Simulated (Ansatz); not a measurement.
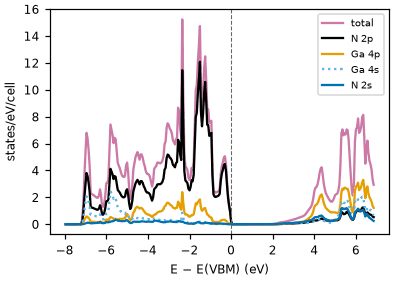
Total and projected density of states of GaN in space group Pm-3n (No. 223; Ga on 6c, N on 6d), the program Ansatz at the r²SCAN level (PAW)

Question: Which orbitals carry the states next to the gap?

Answer: Top 1 eV of the valence band: N 2p 88 %, Ga 4p 6 %. Bottom 1 eV of the conduction band: Ga 4s 33 %, N 2s 31 %, Ga 4p 15 %, N 2p 13 %, outside the projected shells 8 %. Projections are on Löwdin-orthogonalised atomic valence shells; empty p or d shells of many metals are not among them.

Question: Where is the tallest occupied peak in this window, and what makes it?

Answer: Near -2.3 eV, about 15 states/eV per cell; the largest projected share is N 2p.

The start of the workflow was typed in or built on a structure type; neither database checked (COD, Materials Project) lists it. It is not the phase usual at ambient conditions (space group No. 186, 216). The r²SCAN relaxation kept the symmetry of its start; its stability against distortions is not shown here. Spin–orbit coupling is left out wherever it is not named.

Potentials: the later of the program's two PAW sets.
